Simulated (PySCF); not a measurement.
Al(Cl)(Me)(SiMe3), SMILES [CH3][Al]([Cl])[Si](C)(C)C (C₄H₁₂AlClSi) at its GFN2-xTB optimised geometry (Å):

```
19

Al     0.7740    -0.2653     0.0000
Cl     2.8138    -0.2653     0.0000
C     -0.0953    -2.0644    -0.0002
H     -1.1883    -2.0553    -0.0006
H      0.2171    -2.6512     0.8734
H      0.2177    -2.6510    -0.8738
Si    -0.3924     1.8931     0.0000
C     -2.3032     1.6930     0.0025
C      0.0646     2.9459    -1.5466
C      0.0685     2.9475     1.5444
H     -2.8138     2.6512     0.0025
H     -2.6351     1.1422    -0.8724
H     -2.6329     1.1433     0.8789
H     -0.2826     2.4656    -2.4572
H      1.1430     3.0541    -1.6254
H     -0.3660     3.9426    -1.5127
H      1.1472     3.0538     1.6216
H     -0.2784     2.4692     2.4561
H     -0.3603     3.9449     1.5095
```

Level of theory: PySCF with PBE0/def2-SVP. Cells within 0.4 Å of a nucleus heavier than hydrogen are left out (blank, or x).

Map of the electrostatic potential (hartree/e), clipped to [-0.08, 0.12] on the plane z = 0.0 Å:

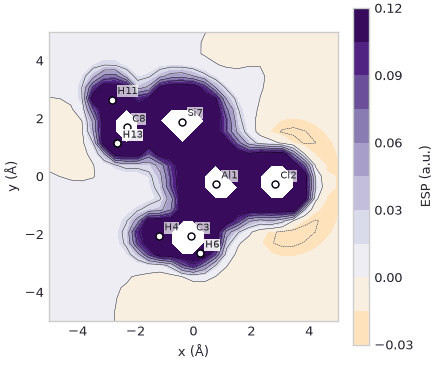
Figure. Electrostatic potential (hartree/e), clipped to [-0.08, 0.12] on the plane z = 0.0 Å.
